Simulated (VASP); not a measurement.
Band structure of CoSi2 (fluorite). Calculation: revPBE GGA, VASP's PBE PAW potentials (set 64) (plane waves; VASP).

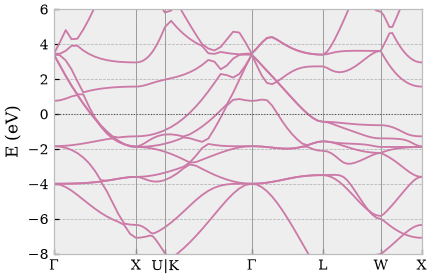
*Bands along high-symmetry lines, zero at the valence-band maximum or, without a gap, the Fermi level*

Read the plot: is there a gap, and where are the band edges?

It has no gap at this level: it comes out as a metal or semimetal. (Edges off the drawn lines would not show.)

The compound is CoSi2 in the fluorite structure. It was relaxed first. The run is not spin-polarised, so no magnetic state was tried. The electron count is odd and the run is not spin-polarised, which forces a metal.
